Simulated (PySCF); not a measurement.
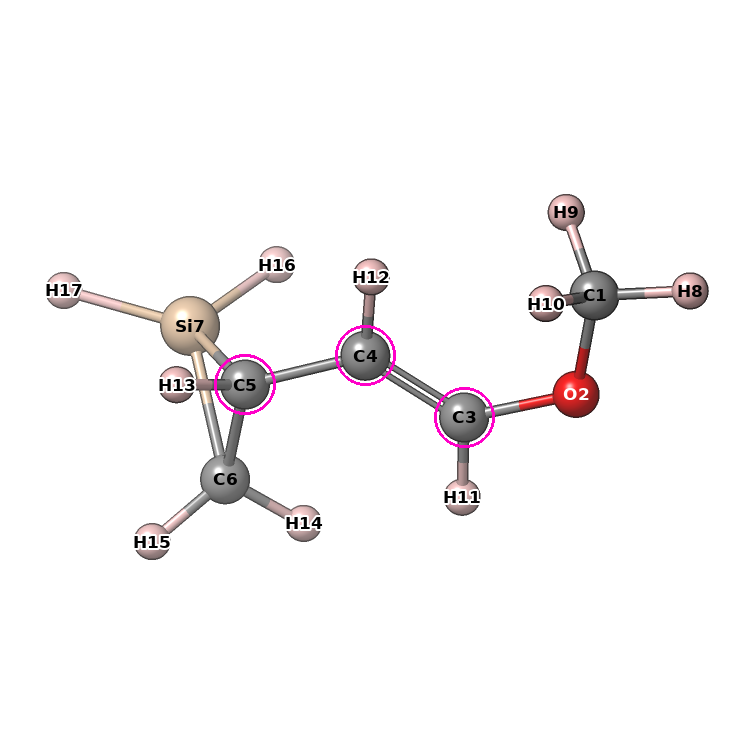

Distant atoms are faded towards the background colour. Circles mark the stereogenic atoms. Computed geometry: PBE0-D3(BJ)/def2-SVP optimisation. No frequency run is at hand to confirm it as a minimum.

Q: Assign CIP descriptors.

A: C5: R (priorities Si7 > C6 > C4 > H13); C3=C4: E.
